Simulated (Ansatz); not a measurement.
CH₇BrSi: several calculations on one system

## 1. Relaxation

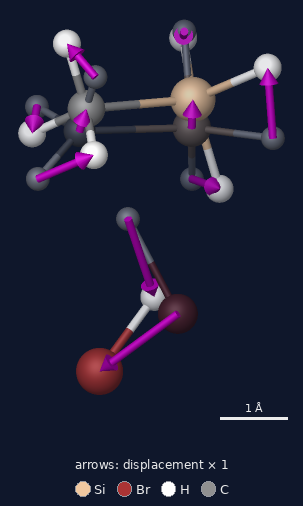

This is a relaxation of CH7BrSi (started from a transition state, displaced along its imaginary mode). The starting structure is drawn faded, the final one solid; purple arrows show the displacements, at their true length. The two geometries are superimposed by the best rigid fit.

The picture is a ball-and-stick view, seen from a free direction.

The calculation used Ansatz 0.2.0, RKS PBE0-D4/def2-TZVP. Set-up: force threshold 0.005 eV/Å; at most 200 steps.

Describe the change and its energy.

Over 47 accepted moves (52 points after the start) the energy falls by 1.190 eV. Largest force component: 1.1 eV/Å at the start, 0.00024 eV/Å at the end. The line search rejected the trial steps at points 9, 16, 19, 39, 48 of the run. The forces were under the threshold at step 21, but the run went on from there. The largest moves after the best rigid fit, 1.56 Å, are those of Br and H atoms. Largest moves by element: Br 1.56 Å, H 1.55 Å, Si 0.46 Å, C 0.39 Å. Among the contacts that change: C–H 1.501 → 3.202 Å, Br–Si 2.936 → 4.301 Å, H–Si 1.909 → 3.012 Å, Br–H 1.602 → 1.427 Å. Bond angles that change, for instance: Si–C–H 139.6° → 111.0°, H–Si–C 94.5° → 111.5°, Si–C–H 96.9° → 110.9°.

## 2. Relaxation

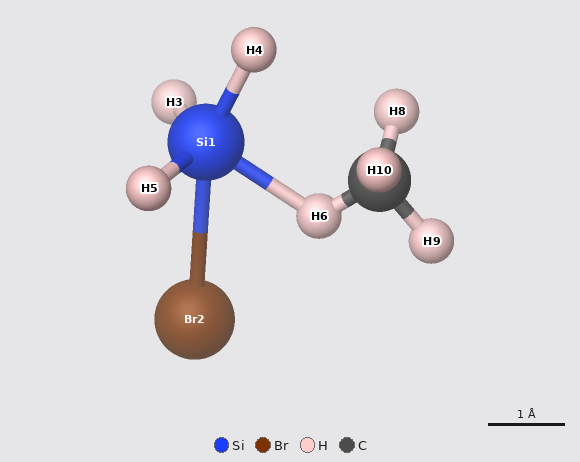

This is the input geometry for a relaxation of CH₇BrSi (started from a transition state, displaced along its imaginary mode). A ball-and-stick model, seen at a tilt.

These are results of RKS PBE0-D4/def2-TZVP in Ansatz 0.2.0, not measurements.

Input file:
```yaml
crystal:
  periodic: [false, false, false]
  atoms:
    - {symbol: Si, position_ang: [-1.092573, 0.114168, -0.361295]}
    - {symbol: Br, position_ang: [-0.197870, -2.037481, -1.531880]}
    - {symbol: H, position_ang: [-1.156404, 0.680963, -1.711523]}
    - {symbol: H, position_ang: [-1.090642, 1.360799, 0.525685]}
    - {symbol: H, position_ang: [-1.994167, -0.789609, 0.358700]}
    - {symbol: H, position_ang: [0.597438, -0.434644, -0.068958]}
    - {symbol: C, position_ang: [1.068949, 0.170984, 0.555138]}
    - {symbol: H, position_ang: [1.220164, 1.167254, 0.148771]}
    - {symbol: H, position_ang: [1.997460, -0.402013, 0.527196]}
    - {symbol: H, position_ang: [0.647743, 0.169580, 1.558066]}
basis:
  gaussian: {orbitals: def2-TZVP}
hamiltonian: {xc: pbe0, dispersion: d4}
relax: {f_tol: 0.005, max_steps: 200}
```

Command:
```bash
ansatz run in.yaml --threads 4 --pin off --events-out ev --progress --plain --max-ram 9574MiB
```

Predict the outcome.

The largest moves after the best rigid fit, 1.30 Å, are those of H3 and H5. Largest moves by element: H 1.30 Å, Si 1.05 Å, C 0.92 Å, Br 0.66 Å. Some distances before and after: Si1–H6 1.801 → 3.761 Å, Si1–C7 2.348 → 4.303 Å, Br2–H6 2.311 → 3.272 Å, Si1–Br2 2.608 → 2.220 Å. Bond angles that change, for instance: Br2–Si1–H4 158.8° → 108.4°, Br2–Si1–H3 85.4° → 108.3°, Br2–Si1–H5 85.6° → 108.3°. The energy falls by 256.1 kJ/mol in 14 accepted moves (17 points after the start). The largest force component goes from 3.5 to 0.0012 eV/Å. The line search rejected the trial steps at points 7, 10, 16 of the run. Cost: 38 s on 4 threads of Arm Neoverse V2, on a shared host.

The structure at the end:

```xyz
10

Si   -1.9930   -0.0857   -0.8696
Br   -0.8157   -1.8122   -1.6202
H    -2.4150    0.7293   -2.0314
H    -1.1342    0.7066    0.0385
H    -3.1742   -0.6085   -0.1462
H     1.5703   -0.5600    0.2356
C     1.9063    0.2137    0.9254
H     1.8372    1.1878    0.4414
H     2.9407    0.0238    1.2108
H     1.2777    0.2053    1.8157
```

After the run, drawn alike:

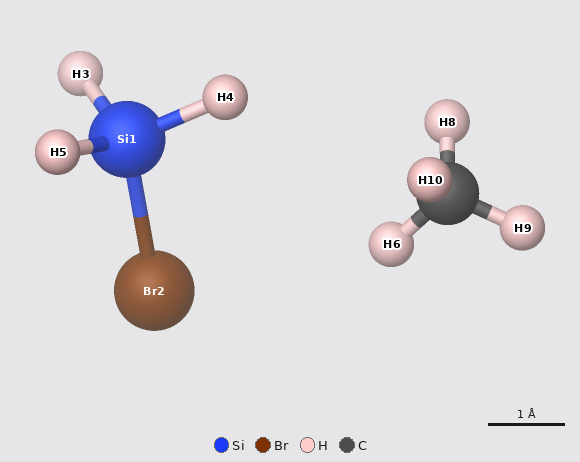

## 3. Reaction

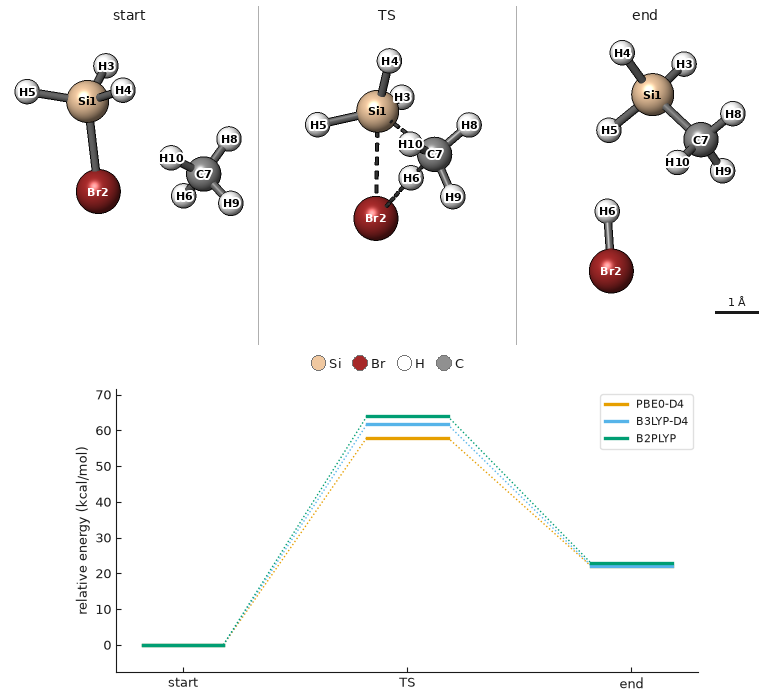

A reaction step of CH7BrSi, with its energy diagram. The picture is a ball-and-stick view, seen from a free direction. Dashed sticks mark bonds that form or break.

Stationary points at PBE0-D4/def2-TZVP, single-point energies with PBE0-D4, B3LYP-D4, B2PLYP (def2-TZVPP where no basis is named; Ansatz 0.2.0). The energies are electronic, without zero-point or thermal terms, and both ends are the relaxed geometries reached downhill from the saddle, with any fragments still in contact.

Q: Describe the step and its energetics.

A: Counted by bonded pieces, the start holds CH₄ + SiH₃Br and the end holds CH₆Si + HBr. From the start over the saddle to the end, bonds form: Si1–C7 (4.30 → 2.14 → 1.87 Å), Br2–H6 (3.27 → 1.95 → 1.43 Å). Bonds break: Si1–Br2 (2.22 → 2.77 → 4.30 Å), H6–C7 (1.09 → 1.24 → 3.20 Å). The saddle has one imaginary mode, 460i cm⁻¹. The end the start keeps a soft imaginary mode of 31i cm⁻¹, so it isn't quite a minimum. With PBE0-D4 the barrier is 58.0 kcal/mol from the start and 35.9 kcal/mol from the end, and the end lies 22.0 kcal/mol above the start.

```
   level  barrier from the start (kcal/mol)  barrier from the end (kcal/mol)  the end less the start (kcal/mol)
 PBE0-D4                               58.0                             35.9                               22.0
B3LYP-D4                               61.7                             39.5                               22.2
  B2PLYP                               64.0                             41.1                               22.9
```

Limits of the set-up: the start holds two separate molecules, 3.0 Å apart at their closest, whose relative position is a soft coordinate.
